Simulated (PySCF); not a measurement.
C7H9NOSi (SMILES C=C1C=C(C(=O)[SiH2]N)C1=C)

```xyz
19

C    -3.4691    0.2635   -0.9401
C    -2.1979    0.0842   -0.6134
C    -0.9344    0.7798   -0.8736
C    -0.2089   -0.1164   -0.1431
C     1.2050   -0.2343    0.1688
O     1.6354   -1.1151    0.8978
Si    2.4096    1.0301   -0.6327
N     3.8659    0.7170    0.2029
C    -1.4219   -0.9107    0.1891
C    -1.6874   -2.0037    0.8788
H    -4.2362   -0.4132   -0.6051
H    -3.7821    1.0939   -1.5513
H    -0.6904    1.6675   -1.4268
H     2.4036    0.7900   -2.0840
H     1.9770    2.4016   -0.3575
H     4.7556    1.0739   -0.0985
H     3.9598   -0.1637    0.6845
H    -0.9031   -2.5482    1.3761
H    -2.6904   -2.3869    0.9660
```

Geometry: GFN2-xTB.

These are results of PySCF 2.14.0, PBE0/pcSseg-1, SCF density, gas phase, non-relativistic, not measurements.

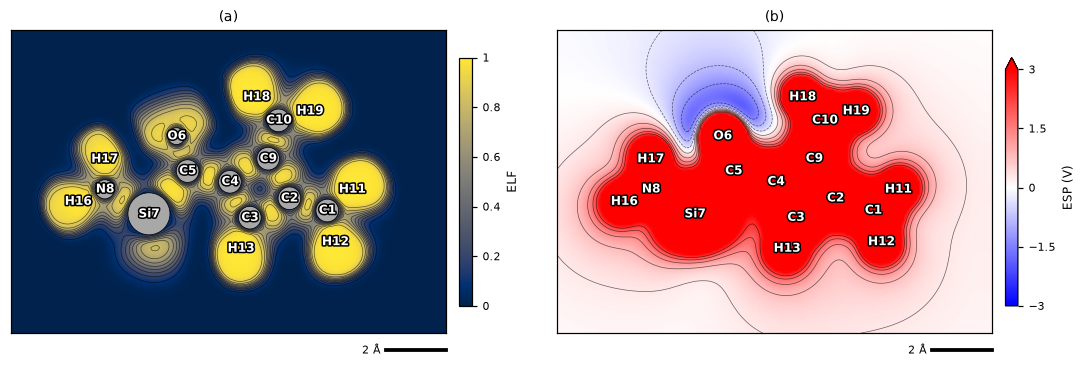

Figure 1. (a) electron localisation function; (b) electrostatic potential on the plane of atoms C9, C10 and H19. Grey discs cover the atomic cores in the ELF map.

Q: Interpret the plot.

A:
- The plane passes through C, O, Si, N and H nuclei.
- C–O (1.22 Å): the ELF peaks at about 0.85 between the atoms: a multiple bond.
- C–C (1.32 Å): the ELF peaks at about 0.95 between the atoms: a short, multiple covalent bond.
- Si–N (1.71 Å): the ELF peaks at about 0.90 between the atoms, as expected for a shared but strongly polarised pair.
- C–Si (1.92 Å): the ELF peaks at about 1 between the atoms (localised, covalent bonding).
- N–H (1.00 Å): the ELF climbs to about 1 towards the hydrogen, as it does in any bond to H (an ordinary covalent bond to hydrogen).
- The ELF also peaks beside O6, away from the bonds: lone-pair regions.
- Outside the dense part of the molecule the potential is most negative (−1.9 V) near O6.

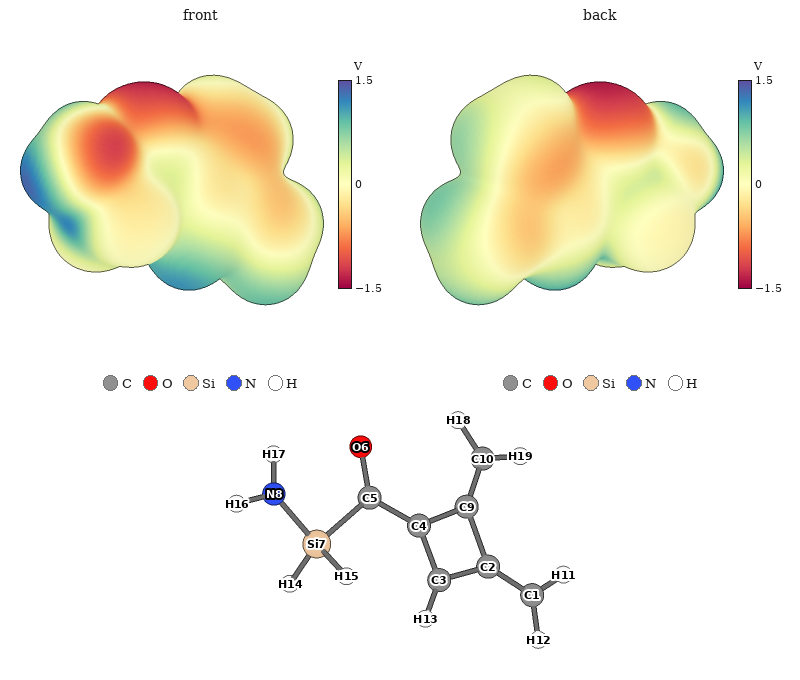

Figure 2. The molecular electrostatic potential painted on the density surface at 0.001 e/bohr³, seen from the front and from behind; red is negative and blue positive. The bare structure is drawn below in the same view.

Q: Where is the surface potential most negative and most positive?

A: The most negative region (about −1.3 V) lies over O6, the most positive (about +1.3 V) over H16. O6 is the likeliest acceptor of a hydrogen bond.

Q: How polar is the molecule by this calculation?

A: Its dipole moment is 2.30 D.
